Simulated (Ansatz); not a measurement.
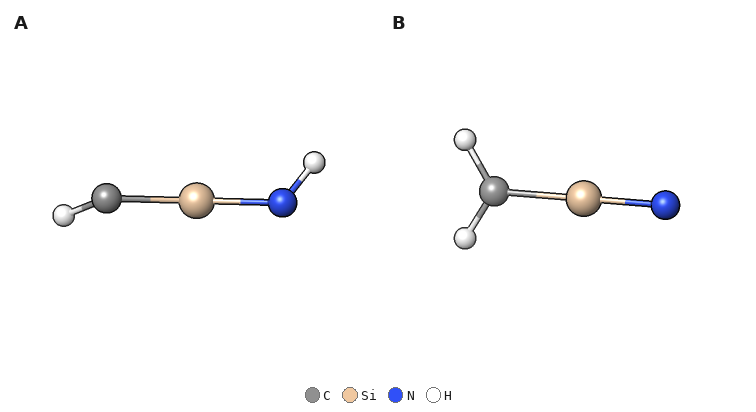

2 stationary structures of one formula. The species has charge −1 and is a spin singlet. Geometries: PBE0-D4/def2-TZVPD. Electronic energies: RHF-CCSD(T) (frozen core)/def2-TZVPPD (Ansatz 0.2.0), without zero-point energy. No frequency run is at hand to confirm each as a minimum.

Question: Which is lowest in energy, and by how much?

Answer: B is lowest; A lies 19.2 kJ/mol above it.
